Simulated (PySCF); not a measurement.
**CH6BP: a tour of settings**

Aim: see how CH6BP (`CBP`) answers to the choice of functional, basis, grid and SCF options.

Computed with PySCF 2.14.0, with density-fitted response routines of our own, on a single molecule, in the gas phase or a continuum. Atoms are numbered from 0 throughout.

## 1. The starting structure

9 atoms, charge 0, multiplicity 1; geometry from: GFN2-xTB.

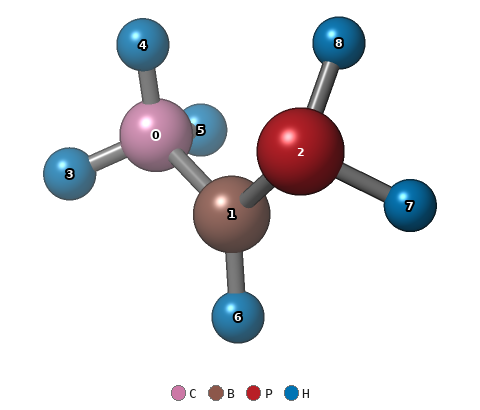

As it starts; carbon pink, boron brown, phosphorus red, hydrogen blue, atoms numbered.

## 2. Nuclear shieldings: LC-wPBE/def2-TZVPP

Job settings and geometry (Å):

```
{"job": {"kind": "nmr", "xc": "LC-wPBE", "basis": "def2-TZVPP", "pop": false, "scf": {"guess": "vsap"}}, "charge": 0, "multiplicity": 1}
C     -1.224007     0.269233     0.133043
B      0.045547    -0.646654    -0.006511
P      1.729780    -0.067133     0.559306
H     -2.040197    -0.242712     0.641628
H     -1.042492     1.211555     0.647360
H     -1.604044     0.510817    -0.861020
H     -0.068771    -1.754339    -0.376062
H      2.515526    -0.524172    -0.479662
H      1.702218     1.249397     0.143978
```

Level: GIAO LC-wPBE/def2-TZVPP NMR shielding, non-relativistic, gas phase.

Command:

```console
$ OMP_NUM_THREADS=1 python probes_run.py task.json out
```

One launch serves the whole session: the jobs run in the order shown.

Log:

```text
final grid: 66576 points
cycle   1  E = -403.9924737021  dE =  2.061e+00  |g| = 2.689e+00  |ddm| = 4.010e+01
cycle   2  E = -396.7784959686  dE =  7.214e+00  |g| = 5.731e+00  |ddm| = 4.044e+01
cycle   3  E = -407.3002124481  dE = -1.052e+01  |g| = 1.249e+00  |ddm| = 4.497e+00
cycle   4  E = -407.7099740712  dE = -4.098e-01  |g| = 4.406e-01  |ddm| = 6.386e-01
cycle   5  E = -407.7828414516  dE = -7.287e-02  |g| = 9.725e-02  |ddm| = 3.258e-01
cycle   6  E = -407.7894378861  dE = -6.596e-03  |g| = 3.246e-02  |ddm| = 1.540e-01
cycle   7  E = -407.7901027967  dE = -6.649e-04  |g| = 1.820e-02  |ddm| = 4.286e-02
cycle   8  E = -407.7903488967  dE = -2.461e-04  |g| = 7.309e-03  |ddm| = 3.150e-02
cycle   9  E = -407.7903844198  dE = -3.552e-05  |g| = 1.289e-03  |ddm| = 1.341e-02
cycle  10  E = -407.7903858886  dE = -1.469e-06  |g| = 4.150e-04  |ddm| = 2.478e-03
cycle  11  E = -407.7903861231  dE = -2.346e-07  |g| = 1.325e-04  |ddm| = 1.048e-03
cycle  12  E = -407.7903861485  dE = -2.534e-08  |g| = 3.672e-05  |ddm| = 3.471e-04
cycle  13  E = -407.7903861504  dE = -1.971e-09  |g| = 1.120e-05  |ddm| = 9.693e-05
cycle  14  E = -407.7903861506  dE = -1.444e-10  |g| = 3.547e-06  |ddm| = 2.803e-05
converged SCF energy = -407.7903861506

GIAO shielding tensors (ppm)
atom      isotropic    diamagn.    paramagn.     s11        s22        s33       span
  0 C      177.850     244.052     -66.201    151.679    184.270    197.601     45.922
  1 B        3.377     193.064    -189.687   -101.896    -28.309    140.336    242.232
  2 P      490.080     966.097    -476.017    405.851    466.615    597.775    191.924
  3 H       30.461      28.711       1.750     26.538     28.074     36.769     10.231
  4 H       30.028      30.198      -0.171     26.520     30.339     33.224      6.704
  5 H       30.814      28.762       2.052     26.726     28.875     36.841     10.115
  6 H       22.632      30.275      -7.643     14.174     26.537     27.186     13.011
  7 H       28.887      30.770      -1.883     24.531     26.672     35.458     10.927
  8 H       29.173      31.598      -2.425     24.626     27.960     34.933     10.307
```

It took 19 s on 1 thread of Arm Neoverse V1, shared host; peak memory 0.65 GiB.

The references, computed at this level on geometries of the same kind, shield at (ppm): 31P PH3 595.1. Their shielding less the atom's gives the shift. The references are single molecules in the gas phase, so shifts against H2O, NH3, PH3, H3PO4 or CFCl3 are not on the usual liquid scales and can be off by tens of ppm. Atoms listed in one row are averaged.

```csv
atoms,environment,σ (ppm),δ (ppm)
C0,methyl carbon bonded to B,177.9,–
H6,"hydrogen on a boron bonded to C, P",22.63,–
"H7, H8",hydrogen on a phosphorus bonded to B,29.03,–
"H3, H4, H5",hydrogen on a methyl carbon bonded to B,30.43,–
B1,"boron bonded to C, P, H",3.4,–
P2,"phosphorus bonded to B, 2 H",490.1,105.1
```

## 3. NMR shieldings: KT3/6-31G*

Same as in step 2 but for these lines:

```diff
@@ -1,2 +1,2 @@
-{"job": {"kind": "nmr", "xc": "LC-wPBE", "basis": "def2-TZVPP", "pop": false, "scf": {"guess": "vsap"}}, "charge": 0, "multiplicity": 1}
+{"job": {"kind": "nmr", "xc": "KT3", "basis": "6-31G*", "pop": false, "scf": {"guess": "huckel"}}, "charge": 0, "multiplicity": 1}
 C     -1.224007     0.269233     0.133043
```

With the program's defaults for keys left out, this is: GIAO KT3/6-31G* NMR shielding, non-relativistic, gas phase.

Log:

```text
final grid: 66576 points
cycle   1  E = -409.4129890927  dE =  7.386e-01  |g| = 2.535e+00  |ddm| = 4.410e+00
cycle   2  E = -401.3322456004  dE =  8.081e+00  |g| = 3.580e+00  |ddm| = 1.592e+01
cycle   3  E = -410.2972045350  dE = -8.965e+00  |g| = 1.540e+00  |ddm| = 1.627e+01
cycle   4  E = -411.5261426271  dE = -1.229e+00  |g| = 4.094e-01  |ddm| = 4.736e+00
cycle   5  E = -411.5654832642  dE = -3.934e-02  |g| = 2.602e-01  |ddm| = 1.001e+00
cycle   6  E = -411.5897432587  dE = -2.426e-02  |g| = 5.578e-02  |ddm| = 4.160e-01
cycle   7  E = -411.5907864766  dE = -1.043e-03  |g| = 1.349e-02  |ddm| = 9.278e-02
cycle   8  E = -411.5908552744  dE = -6.880e-05  |g| = 3.190e-03  |ddm| = 2.407e-02
cycle   9  E = -411.5908588137  dE = -3.539e-06  |g| = 6.604e-04  |ddm| = 5.517e-03
cycle  10  E = -411.5908589550  dE = -1.412e-07  |g| = 1.562e-04  |ddm| = 9.996e-04
cycle  11  E = -411.5908589634  dE = -8.414e-09  |g| = 3.118e-05  |ddm| = 2.657e-04
cycle  12  E = -411.5908589637  dE = -3.672e-10  |g| = 9.522e-06  |ddm| = 8.174e-05
converged SCF energy = -411.5908589637

GIAO shielding tensors (ppm)
atom      isotropic    diamagn.    paramagn.     s11        s22        s33       span
  0 C      177.529     249.493     -71.964    157.564    182.721    192.302     34.738
  1 B       33.457     195.087    -161.630    -51.780     12.410    139.740    191.520
  2 P      539.025     969.918    -430.893    480.891    515.804    620.380    139.488
  3 H       31.202      29.628       1.573     27.850     28.909     36.847      8.997
  4 H       30.981      31.139      -0.158     27.654     31.517     33.772      6.118
  5 H       31.555      29.868       1.687     28.126     29.708     36.829      8.703
  6 H       23.821      30.408      -6.587     17.228     26.717     27.519     10.290
  7 H       29.802      30.795      -0.992     25.319     27.371     36.717     11.399
  8 H       29.910      31.781      -1.870     25.207     28.604     35.920     10.713
```

Wall time 3.6 s (1 thread of Arm Neoverse V1, shared host); peak memory 0.45 GiB.

In short: σ C0 177.5, B1 33.5, P2 539.0, H6 23.82, H7 29.86 ppm (means over like atoms).

## 4. Indirect couplings: LDA/pcSseg-0

Same as in step 3 but for these lines:

```diff
@@ -1,2 +1,2 @@
-{"job": {"kind": "nmr", "xc": "KT3", "basis": "6-31G*", "pop": false, "scf": {"guess": "huckel"}}, "charge": 0, "multiplicity": 1}
+{"job": {"kind": "j", "xc": "LDA", "basis": "pcSseg-0", "scf": {"damp": 0.1}}, "charge": 0, "multiplicity": 1}
 C     -1.224007     0.269233     0.133043
```

Level: LDA/pcSseg-0 indirect spin-spin coupling, non-relativistic, gas phase.

Log:

```text
damping 0.10 in the first 6 cycles
final grid: 66576 points
cycle   1  E = -405.3719071981  dE = -5.186e-02  |g| = 3.950e-01  |ddm| = 2.653e+00
cycle   2  E = -405.3517331970  dE =  2.017e-02  |g| = 4.795e-01  |ddm| = 1.058e+00
cycle   3  E = -405.2926672414  dE =  5.907e-02  |g| = 6.843e-01  |ddm| = 1.288e+00
cycle   4  E = -405.1846663839  dE =  1.080e-01  |g| = 8.635e-01  |ddm| = 1.912e+00
cycle   5  E = -404.6365207444  dE =  5.481e-01  |g| = 1.583e+00  |ddm| = 2.864e+00
cycle   6  E = -398.1482711755  dE =  6.488e+00  |g| = 3.008e+00  |ddm| = 1.193e+01
cycle   7  E = -382.6662279213  dE =  1.548e+01  |g| = 5.432e+00  |ddm| = 1.450e+01
cycle   8  E = -403.2657671033  dE = -2.060e+01  |g| = 2.197e+00  |ddm| = 9.397e+00
cycle   9  E = -405.1190038982  dE = -1.853e+00  |g| = 9.772e-01  |ddm| = 5.674e+00
cycle  10  E = -405.0963350697  dE =  2.267e-02  |g| = 8.818e-01  |ddm| = 2.008e+00
cycle  11  E = -405.3972984408  dE = -3.010e-01  |g| = 2.264e-01  |ddm| = 1.219e+00
cycle  12  E = -405.4044169202  dE = -7.118e-03  |g| = 1.712e-01  |ddm| = 4.718e-01
cycle  13  E = -405.4158530004  dE = -1.144e-02  |g| = 2.821e-02  |ddm| = 2.991e-01
cycle  14  E = -405.4162955533  dE = -4.426e-04  |g| = 6.475e-03  |ddm| = 9.729e-02
cycle  15  E = -405.4163162617  dE = -2.071e-05  |g| = 1.159e-03  |ddm| = 1.536e-02
cycle  16  E = -405.4163167944  dE = -5.327e-07  |g| = 1.282e-04  |ddm| = 2.190e-03
cycle  17  E = -405.4163168029  dE = -8.530e-09  |g| = 1.940e-05  |ddm| = 3.628e-04
cycle  18  E = -405.4163168031  dE = -1.651e-10  |g| = 5.783e-06  |ddm| = 6.359e-05
converged SCF energy = -405.4163168031

Indirect spin-spin couplings (Hz)
  i      j    bonds     total        FC       PSO       DSO        SD
  0 C    1 B    1     73.247    75.309    -2.328     0.159     0.107
  0 C    2 P    2     -6.978    -5.010    -1.747    -0.034    -0.187
  0 C    3 H    1    108.228   105.645     2.033     0.610    -0.060
  0 C    4 H    1    109.575   107.059     1.959     0.631    -0.075
  0 C    5 H    1    102.318    99.563     2.188     0.629    -0.061
  0 C    6 H    2      1.274     1.700    -0.234    -0.197     0.005
  0 C    7 H    3      5.424     5.728     0.001    -0.320     0.015
  0 C    8 H    3      3.791     3.848    -0.079     0.050    -0.028
  1 B    2 P    1    119.064   138.255   -19.543     0.138     0.213
  1 B    3 H    2     -3.922    -3.501    -0.222    -0.299     0.100
  1 B    4 H    2     -5.802    -4.991    -0.531    -0.321     0.040
  1 B    5 H    2     -2.364    -2.311    -0.030    -0.239     0.215
  1 B    6 H    1    134.517   134.960    -1.521     0.736     0.342
  1 B    7 H    2     -2.521    -1.690    -0.653    -0.203     0.026
  1 B    8 H    2     -3.095    -2.184    -0.713    -0.213     0.015
  2 P    3 H    3      7.138     7.860    -0.157    -0.430    -0.135
  2 P    4 H    3     22.920    24.118    -0.854     0.014    -0.358
  2 P    5 H    3     49.504    50.245    -0.426    -0.384     0.070
  2 P    6 H    2      9.182    13.814    -3.808    -0.304    -0.520
  2 P    7 H    1    266.959   258.925     8.348     0.431    -0.744
  2 P    8 H    1    255.276   247.316     8.272     0.456    -0.769
  3 H    4 H    2     -6.329    -5.415     1.230    -2.587     0.443
  3 H    5 H    2    -10.257    -9.592     1.249    -2.423     0.510
  3 H    6 H    3      1.578     1.786     0.158    -0.457     0.091
  3 H    7 H    4     -1.740    -0.708     0.423    -1.459     0.004
  3 H    8 H    4      0.623     1.357     0.440    -1.165    -0.009
  4 H    5 H    2     -8.169    -7.377     1.226    -2.482     0.464
  4 H    6 H    3      4.255     5.715     0.708    -2.155    -0.014
  4 H    7 H    4     -0.901     0.265     0.265    -1.446     0.015
  4 H    8 H    4      0.617    -0.196    -0.398     1.202     0.008
  5 H    6 H    3     -0.286     0.111     0.317    -0.775     0.062
  5 H    7 H    4      2.717     3.328     0.208    -0.818    -0.000
  5 H    8 H    4      0.397     0.447     0.091    -0.144     0.004
  6 H    7 H    3      2.094     2.174    -0.067    -0.073     0.061
  6 H    8 H    3      3.247     4.860     0.327    -1.950     0.010
  7 H    8 H    2     -4.171    -3.409     0.325    -1.245     0.158
```

It took 2.5 s on 1 thread of Arm Neoverse V1, shared host; peak memory 0.45 GiB.

The basis is not made for couplings: without tight functions at the nuclei these values are rough.

Couplings of 1 Hz or more, nine at most for each number of bonds, with means over like pairs (isotopes 11B, 13C, 1H, 31P):

```csv
pair,bonds,J (Hz),Fermi contact (Hz)
P2–H7,1,261.1,253.1
B1–H6,1,134.5,135.0
B1–P2,1,119.1,138.3
C0–H3,1,106.7,104.1
C0–B1,1,73.2,75.3
P2–H6,2,9.2,13.8
H3–H4,2,-8.3,-7.5
C0–P2,2,-7.0,-5.0
H7–H8,2,-4.2,-3.4
B1–H3,2,-4.0,-3.6
B1–H7,2,-2.8,-1.9
C0–H6,2,1.3,1.7
P2–H3,3,26.5,27.4
C0–H7,3,4.6,4.8
H6–H7,3,2.7,3.5
H3–H6,3,1.8,2.5
```

Quadrupole couplings from the field gradients of the same density:

```csv
atom,isotope,eQq/h (MHz),η
B1,11B,4.729,0.26
```

## 5. Excited states and response: HCTH407/def2-SVPD

Same as in step 4 but for these lines:

```diff
@@ -1,2 +1,2 @@
-{"job": {"kind": "j", "xc": "LDA", "basis": "pcSseg-0", "scf": {"damp": 0.1}}, "charge": 0, "multiplicity": 1}
+{"job": {"kind": "uv", "xc": "HCTH407", "basis": "def2-SVPD", "nstates": 12, "ntriplets": 0, "tda": false}, "charge": 0, "multiplicity": 1}
 C     -1.224007     0.269233     0.133043
```

Level: TDDFT HCTH407/def2-SVPD, vertical, gas phase, core orbitals frozen in the response.

Log:

```text
coarse grid: 7520 points
cycle   1  E = -407.7145630275  dE = -3.105e-02  |g| = 4.105e-01  |ddm| = 3.436e+00
cycle   2  E = -407.6476391346  dE =  6.692e-02  |g| = 6.193e-01  |ddm| = 1.378e+00
cycle   3  E = -407.7664631595  dE = -1.188e-01  |g| = 6.502e-02  |ddm| = 7.392e-01
cycle   4  E = -407.7678976836  dE = -1.435e-03  |g| = 2.779e-02  |ddm| = 1.559e-01
cycle   5  E = -407.7681821465  dE = -2.845e-04  |g| = 6.978e-03  |ddm| = 5.495e-02
cycle   6  E = -407.7682001667  dE = -1.802e-05  |g| = 1.510e-03  |ddm| = 1.383e-02
cycle   7  E = -407.7682010070  dE = -8.404e-07  |g| = 3.325e-04  |ddm| = 4.262e-03
final grid: 66576 points
cycle   8  E = -407.8193364218  dE = -3.607e-05  |g| = 5.560e-03  |ddm| = 1.187e-01
cycle   9  E = -407.8193192891  dE =  1.713e-05  |g| = 9.030e-03  |ddm| = 1.884e-02
cycle  10  E = -407.8193464453  dE = -2.716e-05  |g| = 9.300e-04  |ddm| = 1.164e-02
cycle  11  E = -407.8193468384  dE = -3.931e-07  |g| = 2.772e-04  |ddm| = 2.115e-03
cycle  12  E = -407.8193468637  dE = -2.537e-08  |g| = 4.331e-05  |ddm| = 4.609e-04
cycle  13  E = -407.8193468643  dE = -5.698e-10  |g| = 1.396e-05  |ddm| = 8.040e-05
converged SCF energy = -407.8193468643

Static polarisability (au): isotropic 57.018, principal 46.416 52.530 72.108

Singlet excitations
state   eV       nm        f      main configurations
  1   4.8252    257.0   0.08296   H->L 0.94
  2   5.9445    208.6   0.00854   H-1->L 0.87, H-2->L 0.11
  3   6.0733    204.1   0.03165   H->L+1 0.97
  4   6.2220    199.3   0.04342   H-2->L 0.83, H-1->L 0.10
  5   6.6913    185.3   0.03634   H->L+2 0.95
  6   7.1022    174.6   0.01722   H->L+3 0.93
  7   7.3589    168.5   0.04733   H->L+4 0.69, H->L+5 0.28
  8   7.5438    164.4   0.00207   H-3->L 0.97
  9   7.6220    162.7   0.08846   H->L+5 0.52, H-1->L+1 0.19, H->L+4 0.19
 10   7.6628    161.8   0.06343   H-1->L+1 0.79, H->L+5 0.11
 11   7.8775    157.4   0.02840   H-2->L+1 0.93
 12   8.1875    151.4   0.01967   H-4->L 0.73, H-5->L 0.15
```

It took 6.8 s on 1 thread of Arm Neoverse V1, shared host; peak memory 0.45 GiB.

Frontier orbitals and where they lie:

```csv
orbital,eV,atoms
HOMO−3,-9.71,"P2 30 %, C0 19 %, H8 18 %"
HOMO−2,-8.24,"C0 28 %, B1 25 %, P2 23 %"
HOMO−1,-8.06,"B1 31 %, H6 21 %, P2 18 %"
HOMO,-6.45,"P2 60 %, B1 19 %, H8 6 %"
LUMO,-2.26,"B1 48 %, P2 21 %, C0 11 %"
LUMO+1,-0.47,"B1 35 %, P2 20 %, C0 12 %"
LUMO+2,-0.02,"P2 50 %, H8 23 %, B1 13 %"
```

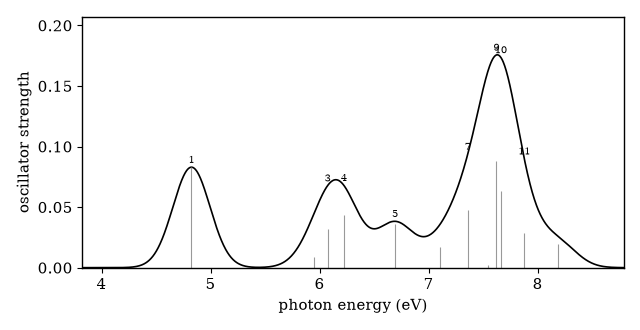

Absorption spectrum from the 12 singlet states computed; above the last one it falls off for lack of states. Lines are broadened to a width of 0.40 eV (Gaussian).

Further results of this job:

```csv
property,computed
dipole moment (D),0.86
polarisability (Å³),8.45
HOMO–LUMO gap (eV),4.19
−ε(HOMO) (eV),6.45
```

## 6. Spin-spin couplings: X3LYP/cc-pVTZ in water

Same as in step 5 but for these lines:

```diff
@@ -1,2 +1,2 @@
-{"job": {"kind": "uv", "xc": "HCTH407", "basis": "def2-SVPD", "nstates": 12, "ntriplets": 0, "tda": false}, "charge": 0, "multiplicity": 1}
+{"job": {"kind": "j", "xc": "X3LYP", "basis": "cc-pVTZ", "solvent": "water", "scf": {"guess": "sap"}}, "charge": 0, "multiplicity": 1}
 C     -1.224007     0.269233     0.133043
```

Method: X3LYP/cc-pVTZ indirect spin-spin coupling, non-relativistic, IEF-PCM water.

Log:

```text
final grid: 66576 points
cycle   1  E = -402.7397224920  dE =  3.117e+00  |g| = 3.031e+00  |ddm| = 1.087e+01
cycle   2  E = -391.7251252241  dE =  1.101e+01  |g| = 7.127e+00  |ddm| = 2.207e+01
cycle   3  E = -405.9825701873  dE = -1.426e+01  |g| = 2.347e+00  |ddm| = 1.665e+01
cycle   4  E = -407.7205594139  dE = -1.738e+00  |g| = 7.423e-01  |ddm| = 3.876e+00
cycle   5  E = -407.8219166043  dE = -1.014e-01  |g| = 4.331e-01  |ddm| = 1.487e+00
cycle   6  E = -407.8833881617  dE = -6.147e-02  |g| = 8.799e-02  |ddm| = 8.934e-01
cycle   7  E = -407.8856072324  dE = -2.219e-03  |g| = 2.398e-02  |ddm| = 1.820e-01
cycle   8  E = -407.8858206867  dE = -2.135e-04  |g| = 2.436e-03  |ddm| = 4.968e-02
cycle   9  E = -407.8858229089  dE = -2.222e-06  |g| = 1.185e-03  |ddm| = 7.417e-03
cycle  10  E = -407.8858233320  dE = -4.231e-07  |g| = 2.579e-04  |ddm| = 2.567e-03
cycle  11  E = -407.8858233604  dE = -2.840e-08  |g| = 4.905e-05  |ddm| = 7.375e-04
cycle  12  E = -407.8858233617  dE = -1.296e-09  |g| = 8.763e-06  |ddm| = 2.097e-04
cycle  13  E = -407.8858233617  dE = -3.087e-11  |g| = 1.327e-06  |ddm| = 2.435e-05
converged SCF energy = -407.8858233617

Indirect spin-spin couplings (Hz)
  i      j    bonds     total        FC       PSO       DSO        SD
  0 C    1 B    1     47.399    49.223    -2.224     0.156     0.245
  0 C    2 P    2      2.838     4.316    -1.208    -0.035    -0.234
  0 C    3 H    1    109.400   106.704     1.996     0.482     0.218
  0 C    4 H    1    116.113   113.553     1.842     0.504     0.213
  0 C    5 H    1    105.064   102.251     2.098     0.496     0.218
  0 C    6 H    2      2.032     2.398    -0.185    -0.208     0.027
  0 C    7 H    3      5.177     5.409     0.091    -0.331     0.008
  0 C    8 H    3      3.432     3.496    -0.075     0.046    -0.035
  1 B    2 P    1     37.648    52.429   -15.393     0.120     0.493
  1 B    3 H    2     -3.580    -3.421     0.046    -0.326     0.121
  1 B    4 H    2     -5.790    -5.258    -0.238    -0.348     0.054
  1 B    5 H    2     -3.269    -3.481     0.211    -0.267     0.268
  1 B    6 H    1    141.302   141.649    -1.580     0.632     0.601
  1 B    7 H    2     -3.285    -2.655    -0.416    -0.247     0.033
  1 B    8 H    2     -4.014    -3.326    -0.453    -0.255     0.020
  2 P    3 H    3      2.496     2.856     0.183    -0.444    -0.098
  2 P    4 H    3     16.261    16.986    -0.447     0.007    -0.285
  2 P    5 H    3     29.633    29.801     0.142    -0.401     0.091
  2 P    6 H    2     24.667    28.023    -2.675    -0.329    -0.351
  2 P    7 H    1    186.775   178.883     8.301     0.230    -0.639
  2 P    8 H    1    182.881   175.275     8.049     0.253    -0.695
  3 H    4 H    2     -9.072    -9.485     2.963    -2.864     0.314
  3 H    5 H    2    -17.649   -18.143     2.833    -2.706     0.367
  3 H    6 H    3      3.398     3.296     0.534    -0.518     0.085
  3 H    7 H    4     -1.601    -1.062     0.974    -1.511    -0.002
  3 H    8 H    4      2.592     2.811     1.004    -1.215    -0.008
  4 H    5 H    2    -13.101   -13.560     2.895    -2.764     0.328
  4 H    6 H    3     10.044    10.579     1.694    -2.228    -0.001
  4 H    7 H    4     -0.168     0.570     0.756    -1.506     0.011
  4 H    8 H    4      0.431    -0.071    -0.736     1.208     0.029
  5 H    6 H    3      0.497     0.467     0.816    -0.841     0.055
  5 H    7 H    4      5.566     5.876     0.554    -0.861    -0.003
  5 H    8 H    4      0.727     0.613     0.285    -0.172     0.002
  6 H    7 H    3      3.005     2.929     0.142    -0.134     0.069
  6 H    8 H    3      6.932     7.939     1.024    -2.035     0.003
  7 H    8 H    2     -4.382    -4.092     1.194    -1.558     0.074
```

Wall time 20 s (1 thread of Arm Neoverse V1, shared host); peak memory 0.84 GiB.

The basis is not made for couplings: without tight functions at the nuclei these values are rough.

Key values: J(P2,H7) 184.8 Hz, J(B1,H6) 141.3 Hz, J(C0,H3) 110.2 Hz (means over like pairs).

## 7. Run by run: NMR shifts

Isotropic shieldings (ppm), means over like atoms, with basis size and wall time:

```csv
run,C0,H6,H7,H3,B1,P2,functions,time
LC-wPBE/def2-TZVPP,177.9,22.63,29.03,30.43,3.4,490.1,188,19 s
KT3/6-31G*,177.5,23.82,29.86,31.25,33.5,539.0,58,3.6 s
```

## 8. Run by run: spin-spin couplings

Couplings (Hz), each a mean over the pairs like the one named, with basis size and wall time:

```csv
run,P2–H7,B1–H6,B1–P2,C0–H3,C0–B1,P2–H3,P2–H6,functions,time
LDA/pcSseg-0,261.1,134.5,119.1,106.7,73.2,26.5,9.2,43,2.5 s
X3LYP/cc-pVTZ in water,184.8,141.3,37.6,110.2,47.4,16.1,24.7,178,20 s
```

## 9. What came out

| quantity | value |
| --- | --- |
| 31P shifts against PH3 (LC-wPBE/def2-TZVPP) | 105.1 ppm |
| shieldings of C, H, B (LC-wPBE/def2-TZVPP, a mean where the table joins atoms) | C0 177.9, H6 22.6, H7 29.0, H3 30.4, B1 3.4 ppm |
| largest coupling of the table (LDA/pcSseg-0) | 1J(P,H) P2–H7, 261.1 Hz |
| lowest singlet (HCTH407/def2-SVPD) | 4.83 eV (257 nm), f = 0.083 |
| brightest single state of those computed | state 9, 7.62 eV, f = 0.088 |
| range of the shielding of P2 | 490.1 to 539.0 ppm |
| range of J(P2,H7), mean over like pairs | 184.8 to 261.1 Hz |

In words: Single values in the summary come from the first run of each kind that ended normally (LC-wPBE/def2-TZVPP; LDA/pcSseg-0; HCTH407/def2-SVPD), which need not be the best level. At LC-wPBE/def2-TZVPP: The largest span, 242 ppm, is at B1, where the paramagnetic term is -190 ppm. Of the pairs tabulated at LDA/pcSseg-0, P2–H7 (mean over like pairs) couples most strongly (261.1 Hz; Fermi contact 253.1 Hz). The first singlet state (HOMO→LUMO 0.94) lies at 4.83 eV and is bright; of the 12 states computed, the strongest absorption comes from state 9 at 7.62 eV. States above −ε(HOMO) lie where TDDFT describes them poorly and they hang on the basis; the brightest is among them. In ppm, P2 moves most: its shielding spreads over 48.9 ppm, from 490.1 (LC-wPBE/def2-TZVPP) to 539.0 (KT3/6-31G*). The coupling P2–H7, as a mean over pairs of its kind, runs from 184.8 Hz (X3LYP/cc-pVTZ in water) to 261.1 Hz (LDA/pcSseg-0). Couplings from bases without tight functions are rough.
